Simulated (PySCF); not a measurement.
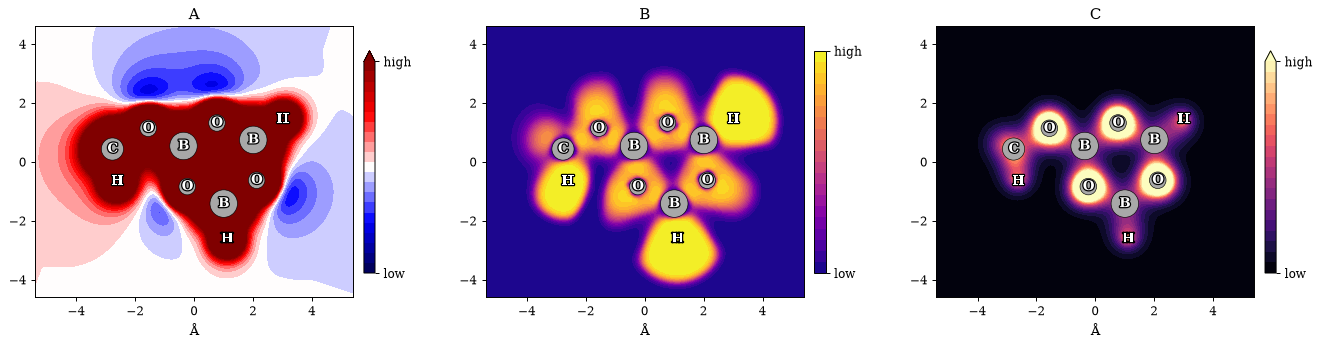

CH₅B₃O₄ (SMILES COB1OBOBO1): 3 fields on the plane of atoms O8, B7 and H13, with unlabelled colour scales. Grey discs cover the atomic cores.

Geometry: PBE0-D3(BJ)/def2-SVP.

Level of theory: PBE0/pcSseg-1, SCF density, gas phase, non-relativistic in PySCF.

Which field does each panel show? The fields are: electron density, electron localisation function and electrostatic potential.

Answer. Panel A: electrostatic potential (strongly positive close to the atoms, with negative regions outside electron-rich atoms). Panel B: electron localisation function. Panel C: electron density. From the grid: B–O (1.34 Å): ρ at the midpoint is about 2.2 e/Å³; the ELF peaks at about 0.90 between the atoms, as expected for a polar covalent bond. C–O (1.41 Å): ρ is about 2 e/Å³ halfway, with its minimum of 1.7 e/Å³ about 0.5 Å from C; the ELF peaks at about 0.90 between the atoms, as expected for a polar covalent bond.
